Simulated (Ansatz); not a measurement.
Base system: HfN in the rock salt structure (space group Fm-3m, No. 225; a = 4.4683 Å; relaxed with 0.1 eV smearing). Axes: x, y, z lie along the cube axes.

Structures relaxed with Ansatz (a first-principles code), LDA, PAW, cutoff 420 eV, no SOC.

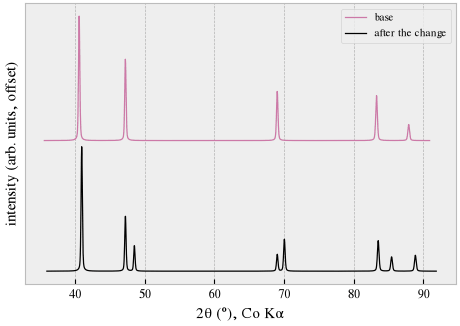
Fig. 1. Simulated powder patterns before (top) and after one change

Task: Which change produced these results?
A. uniaxial strain ε_zz = +0.50 %
B. uniaxial strain ε_zz = −1.00 %
C. uniaxial strain ε_zz = −1.50 %
D. uniaxial strain ε_zz = −2.50 %

Result: D, uniaxial strain ε_zz = −2.50 %. Its volume per atom is 10.87 Å³ against 11.15 Å³, and its space group is I4/mmm (No. 139).

No phonon test of stability was made. All final runs are without spin polarisation.
